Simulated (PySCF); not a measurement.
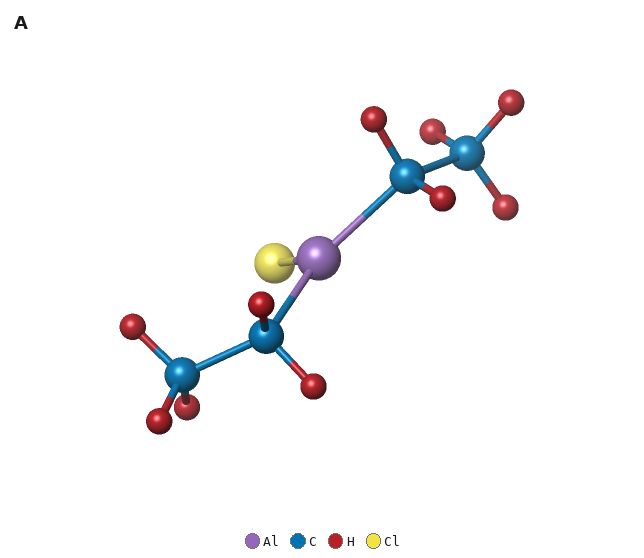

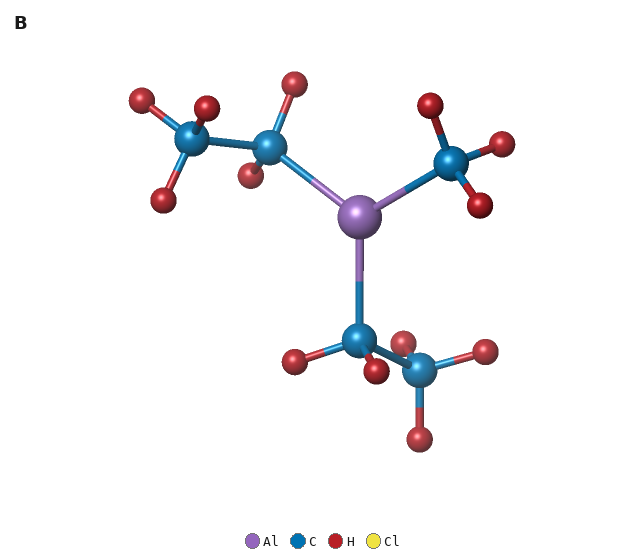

Two related species, optimised with PBE0-D3(BJ)/def2-SVP; properties computed with PySCF 2.14.0. Both: charge 0, singlet.

> What are A and B?

A is AlEt2Cl, B is AlEt2Me.

Compare them. With PBE0/pcSseg-1 (pcSseg-2 on Al): dipole moment (D), HOMO–LUMO gap (eV), HOMO energy (Kohn–Sham orbital) (eV), shielding of Al (ppm), Hirshfeld charge of Al (e), IAO charge of Al (e). With CAM-B3LYP/def2-SVPD: lowest vertical singlet excitation (eV), mean static polarisability (bohr³). With PBE0-D3(BJ)/def2-SVP: mean Al–C length (Å).

```csv
quantity,A,B
dipole moment (D),2.33,0.02
HOMO–LUMO gap (eV),6.67,6.29
HOMO energy (Kohn–Sham orbital) (eV),−7.41,−6.93
shielding of Al (ppm),303.2,258.7
Hirshfeld charge of Al (e),0.55,0.58
IAO charge of Al (e),1.03,1.09
lowest vertical singlet excitation (eV),5.41,5.09
mean static polarisability (bohr³),88.1,88.3
mean Al–C length (Å),1.956,1.972
```

Each is one conformer, and no frequency run is at hand to confirm it as a minimum.
